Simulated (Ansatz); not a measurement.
The relaxed structure here is a generated cell of La2O3: the first start was made by a random draw of sites in a space group, and the end was not matched to a known phase here, so it may be hypothetical. Known forms of La2O3 include space group No. 164.

One stationary structure of La2O3. Space group Pm-3m (No. 221). Method: r2SCAN (plane waves to 500 eV, PAW, scalar-relativistic; Ansatz, a first-principles code).

```xyz
5
Lattice="4.5596 0.0000 0.0000 0.0000 4.5596 0.0000 0.0000 0.0000 4.5596" Properties=species:S:1:pos:R:3 pbc="T T T"
La     2.2798     2.2798     2.2798
La     0.0000     0.0000     0.0000
O      2.2798     0.0000     0.0000
O      0.0000     2.2798     0.0000
O      0.0000     0.0000     2.2798
```

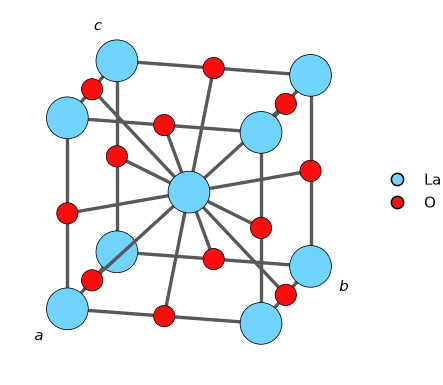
Fig. 1. The conventional cell of the relaxed structure

- Volume per atom: 18.96 Å³
- Density: 5.71 g/cm³
- Band gap: 0.78 eV, indirect (valence top at Γ, conduction bottom at X) (no spin-orbit coupling)
- Smallest direct gap: 0.82 eV at X
- Shortest distances: La–O 2.28 Å; O–O 3.22 Å
- k-mesh: 7×7×7

No spin polarisation in the result.

The run could not lower the symmetry of its start; a shaken copy of this end point relaxes with r2SCAN to P2₁ (No. 4), 792 meV/atom lower.
